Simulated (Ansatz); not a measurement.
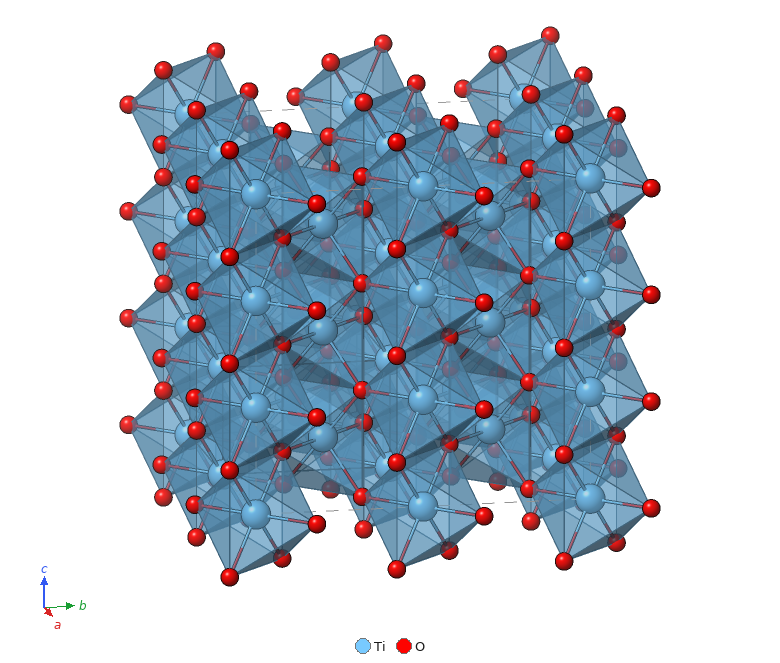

Polyhedra are drawn about Ti (bonds: O–Ti below 2.2 Å); other atoms are plain spheres.

System TiO2 (space group P4_2/mnm, No. 136); source of the atomic positions: the input geometry of an electronic-structure calculation (not necessarily at equilibrium).

Sharing among the drawn polyhedra:

```csv
site,polyhedron,corner-sharing neighbours,edge-sharing,face-sharing,bond (Å)
Ti,TiO6 octahedron,8,2,0,1.96–1.99
```

They form a three-dimensional framework of corner- and edge-sharing octahedra.
